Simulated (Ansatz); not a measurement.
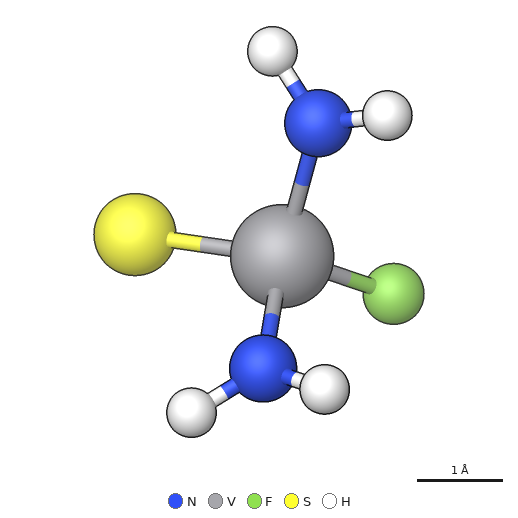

Ball-and-stick drawing of a structure. Every bond is drawn as one stick, whatever its order.

The species is neutral and a spin singlet. The geometry was computed by an optimisation with PBE0-D4/def2-TZVP.

Which formula does it have?

Answer. FH4N2SV, 9 atoms: 1 fluorine, 4 hydrogen, 2 nitrogen, 1 sulfur and 1 vanadium.

How many atoms are distinct by symmetry?

Answer. 6: 2 N, 1 V, 1 F, 1 S, 2 H, 2 H.

More results for the same structure follow; atom numbers are the same in all pictures, views and colours differ.

**Vibrations**

Harmonic vibrations computed with RKS PBE0-D4/def2-TZVP (Ansatz 0.2.0) at a stationary point of the same level.

How many vibrational modes are there, and where do they lie?

Answer. 21 modes: 89, 186, 206, 219, 238, 239, 368, 401, 462, 564, 585, 651, 758, 763, 772, 1516, 1522, 3559, 3563, 3683, 3683 cm⁻¹.

**Levels of theory compared**

Program: Ansatz 0.2.0.

At this fixed geometry, give HOMO–LUMO gap (eV), dipole (D) at these levels: B3LYP-D4/def2-TZVPP; PBE-D4/def2-TZVPP; r2SCAN-D4/def2-TZVPP; ωB97M-V/def2-TZVPP.

```json
{"level": "B3LYP-D4/def2-TZVPP", "HOMO–LUMO gap (eV)": "4.64", "dipole (D)": "3.73"}
{"level": "PBE-D4/def2-TZVPP", "HOMO–LUMO gap (eV)": "2.97", "dipole (D)": "3.72"}
{"level": "r2SCAN-D4/def2-TZVPP", "HOMO–LUMO gap (eV)": "3.25", "dipole (D)": "3.82"}
{"level": "ωB97M-V/def2-TZVPP", "HOMO–LUMO gap (eV)": "9.50", "dipole (D)": "3.70"}
```

**Charges**

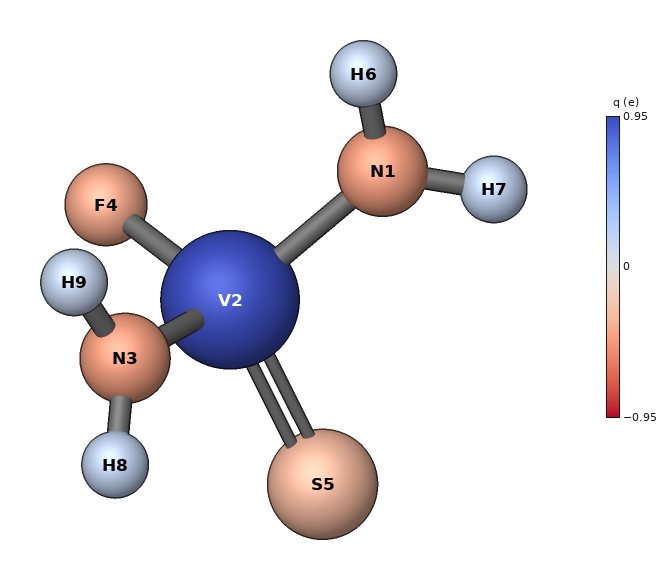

Atoms are coloured by their Mulliken charges. Level of theory: RKS B3LYP-D4/def2-TZVPP (Ansatz 0.2.0).

List the Mulliken charges.

```json
{"atom": "N1", "value (e)": "−0.44"}
{"atom": "V2", "value (e)": "0.93"}
{"atom": "N3", "value (e)": "−0.44"}
{"atom": "F4", "value (e)": "−0.38"}
{"atom": "S5", "value (e)": "−0.29"}
{"atom": "H6", "value (e)": "0.14"}
{"atom": "H7", "value (e)": "0.17"}
{"atom": "H8", "value (e)": "0.17"}
{"atom": "H9", "value (e)": "0.14"}
```

Mulliken values depend strongly on the basis set and can even reverse the polarity of a bond.
